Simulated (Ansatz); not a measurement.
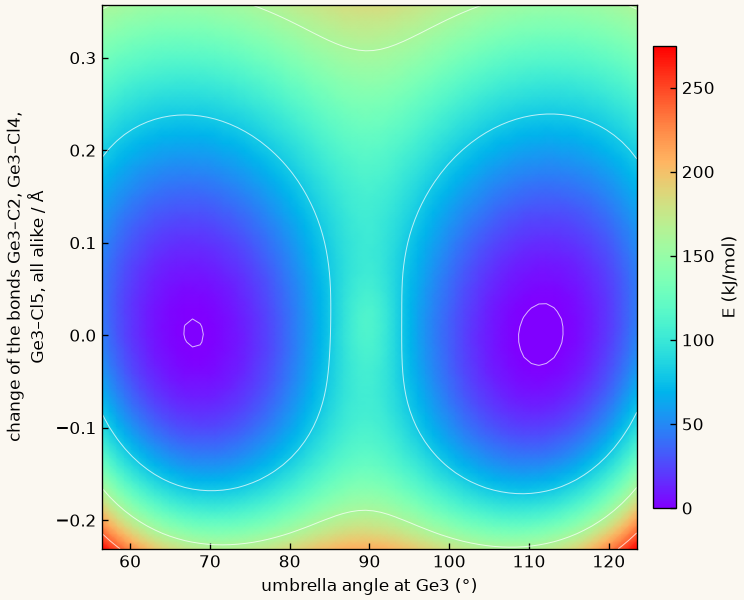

CCl2GeN, SMILES N#[C][Ge]([Cl])[Cl], spin multiplicity 2. The first coordinate is: umbrella angle at Ge3 (between each of its bonds and their common axis; 90 is planar); the second: change of the bonds Ge3–C2, Ge3–Cl4, Ge3–Cl5, all alike. Nothing is relaxed (all other coordinates rigid). Grid: 15 × 15 points. Points are written as (first, second). Energies are in kJ/mol, from the lowest grid point. Level of theory: Ansatz 0.2.0, UKS PBE-D4/def2-SVP.

The picture shows a smooth colour map with a few white contour lines. Between grid points the surface is interpolated.

The lowest grid point is at (113.9°, 0.021 Å). There is a further well near (66.1°, 0.021 Å) (1.1 kJ/mol above the lowest at that grid point). The highest grid point, (123.5°, −0.231 Å), lies 275 kJ/mol above the lowest. On the interpolated surface the easiest way out of the lowest well to the well at about (68°, 0.00 Å) passes a barrier of about 104 kJ/mol. Round the minimum the two coordinates are weakly coupled (coupling −0.10 in units of the two stiffnesses).

The level of theory is changed to UKS PBE0-D4/def2-SVP (Ansatz); with it change the reference geometry, relaxed at the new level; the new grid has 15 × 15 points, laid about the new relaxed structure.

Q: What will the new map look like?

A: The minimum (interpolated where it lies between grid points) moves from about (112°, 0.000 Å) to about (111°, 0.000 Å). The easiest pass out of the lowest well goes from about 104 to about 109 kJ/mol on the interpolated surfaces. The curvature at the minimum changes from about 20 to 23 eV/rad² along the first coordinate and from about 44 to 52 eV/Å² along the second coordinate.

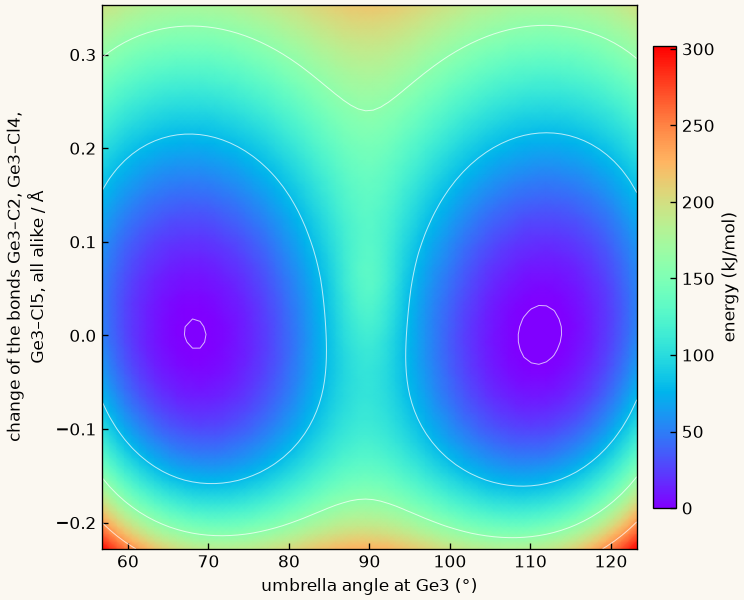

The map after the change, on a colour scale of its own. The picture shows a smooth colour map with a few white contour lines. Between grid points the surface is interpolated.
